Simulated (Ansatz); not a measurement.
# Frequency calculation of GaNH6O

System: GaNH6O.
Method: RHF/def2-SVP (Ansatz 0.2.0).

It belongs to a series of runs on one base structure; here: vibrations at the highest image of the band. Figures and captions count atoms from 1; the log counts them from 0 in places.

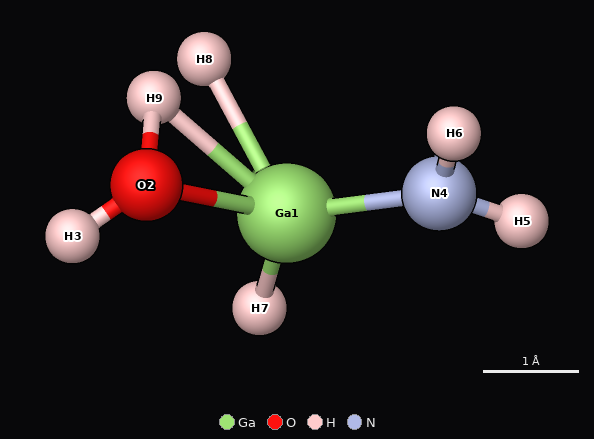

*The input geometry (ball-and-stick view, seen at a tilt; atoms are numbered from 1 in the order of the input). Sticks mark near contacts.*

Bond lengths as drawn: Ga–H 1.56 to 1.89 Å, Ga–N 1.82 Å, Ga–O 1.95 Å, H–N 1.00 Å and H–O 0.95 to 1.25 Å.

Input file
```yaml
crystal:
  periodic: [false, false, false]
  atoms:
    - { symbol: Ga, position_ang: [-0.002113, 0.166355, -0.061514] }
    - { symbol: O, position_ang: [0.140153, 0.297157, 1.878585] }
    - { symbol: H, position_ang: [-0.46848, -0.086621, 2.494564] }
    - { symbol: "N", position_ang: [1.609086, -0.184816, -0.82332] }
    - { symbol: H, position_ang: [1.71428, -0.475353, -1.77493] }
    - { symbol: H, position_ang: [2.48044, 0.127573, -0.442794] }
    - { symbol: H, position_ang: [-1.377045, -0.336163, -0.603861] }
    - { symbol: H, position_ang: [-0.187882, 1.943667, 0.507672] }
    - { symbol: H, position_ang: [-0.096839, 1.410799, 1.360497] }
basis:
  gaussian: { orbitals: def2-SVP }
hamiltonian:
  xc: hf
phonons: {}
```

Run on 2 threads of Arm Neoverse V2, 24 GiB of memory available, shared host.

Run as:
```bash
ansatz run input.yaml --threads 2 --pin off --max-ram 3072MiB --backend cpu --events-out ev --progress --plain --runs-dir out
```

The program's output
```
Engine: ansatz 0.2.0, aarch64-unknown-linux-gnu
Functional definition: HF
  exchange = exact_x
  correlation = 0
968 factors; integrals over basis functions are off by at most 4.1e-4 eV
mean field evaluation 1: about -55933.2322 eV, gradient 4.4e1 eV
mean field evaluation 2: about -55933.2745 eV, gradient 4.4e1 eV
mean field evaluation 4: about -55937.2536 eV, gradient 2.9e0 eV
mean field evaluation 8: about -55937.2862 eV, gradient 1.2e-4 eV
mean field -55937.28623834 eV, -2055.6573536045 hartree, gradient 1.0e-5 eV, S^2 0.000000; 0 other end points of the search recorded, 0 dependent functions left out
the calculation of the forces begins
reference -55937.28623834 eV, -2055.6573536045 hartree; 26, 26 occupied and 64, 64 virtual orbitals, 968 factors
these checks for a lower state are left out or cut short: stability, starts, cluster_reference, orbital_swaps, neighbouring_geometries, increment
968 factors; integrals over basis functions are off by at most 4.1e-4 eV
mean field evaluation 16: about -55937.2861 eV, gradient 2.1e-6 eV
mean field -55937.28612489 eV, -2055.6573494354 hartree, gradient 2.6e-6 eV, S^2 0.000000; 0 other end points of the search recorded, 0 dependent functions left out
[... from here on the field's lines of each further geometry are left out, up to the last ...]
the calculation of the forces begins
reference -55937.28622991 eV, -2055.6573532950 hartree; 26, 26 occupied and 64, 64 virtual orbitals, 968 factors
these checks for a lower state are left out or cut short: stability, starts, cluster_reference, orbital_swaps, neighbouring_geometries, increment
968 factors; integrals over basis functions are off by at most 4.0e-4 eV
mean field -55937.28624116 eV, -2055.6573537081 hartree, gradient 2.9e-6 eV, S^2 0.000000; 0 other end points of the search recorded, 0 dependent functions left out
the calculation of the forces begins
reference -55937.28624116 eV, -2055.6573537081 hartree; 26, 26 occupied and 64, 64 virtual orbitals, 968 factors
WARN: phonons: modes at or below zero, which the zero-point energy, F, S and C_V leave out: 1, the lowest at -1788.22 cm⁻¹. A minimum has none, and a first-order saddle one
Total energy: -55937.28623834 eV, -2055.6573536045 hartree
Atom 0 at    -0.002113     0.166355    -0.061514 Å, force    -0.000949     0.001154     0.000235 eV/Å
Atom 1 at     0.140153     0.297157     1.878585 Å, force     0.003415    -0.001490     0.003442 eV/Å
Atom 2 at    -0.468480    -0.086621     2.494564 Å, force    -0.001176    -0.000275    -0.001172 eV/Å
Atom 3 at     1.609086    -0.184816    -0.823320 Å, force    -0.003859    -0.000241     0.000279 eV/Å
Atom 4 at     1.714280    -0.475353    -1.774930 Å, force     0.003335     0.000781     0.001225 eV/Å
Atom 5 at     2.480440     0.127573    -0.442794 Å, force     0.000200    -0.000795    -0.001805 eV/Å
Atom 6 at    -1.377045    -0.336163    -0.603861 Å, force     0.000036     0.000078     0.000077 eV/Å
Atom 7 at    -0.187882     1.943667     0.507672 Å, force     0.000127    -0.000490    -0.000013 eV/Å
Atom 8 at    -0.096839     1.410799     1.360497 Å, force    -0.001128     0.001278    -0.002267 eV/Å
Dipole moment:    -0.092502    -0.102473     0.058513 e Å
Vibrations: -1788.22 162.64 256.66 315.24 325.91 487.64 538.42 607.61 658.68 739.35 781.85 807.20 909.60 1470.76 1665.81 1836.24 1942.32 2086.99 3800.36 3900.67 4162.46 cm⁻¹, zero-point energy 1.702081 eV
```

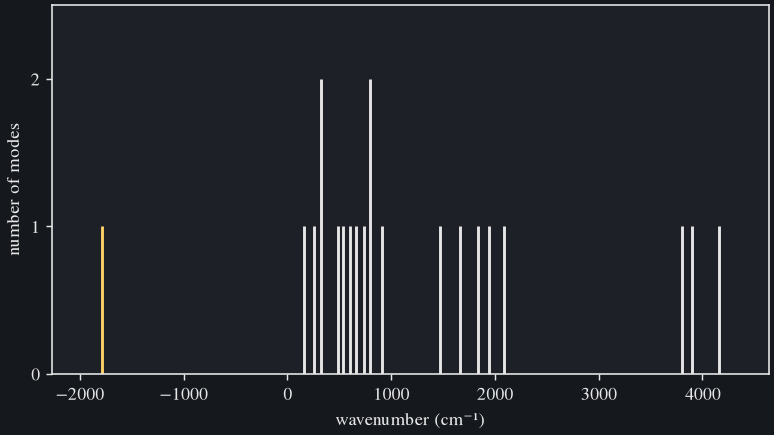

*Harmonic vibrational wavenumbers from the force constants; neighbouring modes closer than 27 cm⁻¹ are counted in one stick, and imaginary ones are drawn at negative wavenumbers.*

21 modes from 1788i to 4162 cm⁻¹, 1 imaginary beyond 8i (1788i cm⁻¹): a first-order saddle point, if the geometry is stationary.

Results in brief

- outcome: converged
- total energy: −55937.2862 eV
- mean-field energy: −55937.2862 eV
- largest force (length of the vector): 0.005 eV/Å
- wall time: 33 s (CPU time 60 s)
- peak memory: 0.17 GiB
